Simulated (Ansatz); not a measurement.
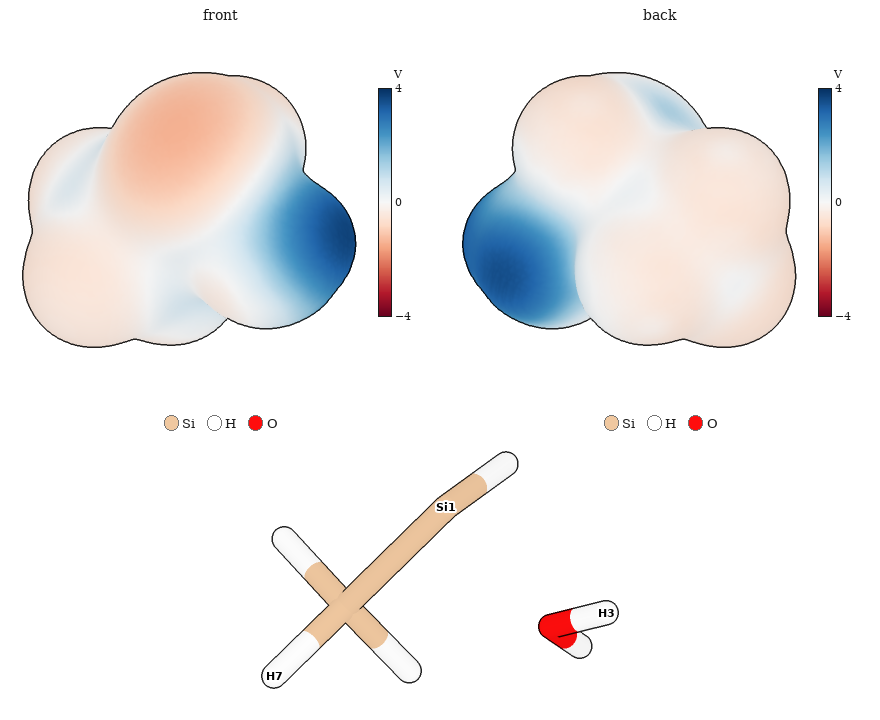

The picture shows: H4Si2···H2O. The molecular electrostatic potential painted on the density surface at 0.002 e/bohr³, seen from the front and from behind; the colour scale runs from red (negative) to blue (positive). The bare structure is drawn below in the same view.

All numbers below come from UKS B3LYP/def2-SVP in Ansatz 0.2.0.

Input file:

```
crystal:
  periodic: [false, false, false]
  atoms:
    - { symbol: Si, position_ang: [0.200853, 1.280067, 0.486887] }
    - { symbol: Si, position_ang: [1.338848, -0.846901, 0.60597] }
    - { symbol: H, position_ang: [-1.317528, 1.372403, -1.777124] }
    - { symbol: O, position_ang: [-1.762954, 0.511417, -1.715628] }
    - { symbol: H, position_ang: [-0.798131, 0.886679, 1.57843] }
    - { symbol: H, position_ang: [0.462507, -2.028776, 0.867282] }
    - { symbol: H, position_ang: [2.196092, -1.166866, -0.577176] }
    - { symbol: H, position_ang: [2.266652, -0.724941, 1.781778] }
    - { symbol: H, position_ang: [-2.586439, 0.716919, -1.250319] }
magnetization:
  spin_polarized: true
basis:
  gaussian: { orbitals: def2-SVP }
hamiltonian:
  xc: b3lyp
relax:
  f_tol: 0.03
  max_steps: 50
output:
  orbitals: {}
```

Launched as:

```sh
ansatz run input.yaml --threads 2 --pin off --max-ram 3072MiB --backend cpu --events-out ev --progress --plain --runs-dir out
```

The fields are those of the relaxed geometry.

Which sites attract a positive test charge, and which a negative one?

A positive charge is drawn to the negative regions and a negative charge to the positive ones. The most negative region (about −1.4 V) lies over Si1, the most positive (about +3.6 V) over H3 and H9.
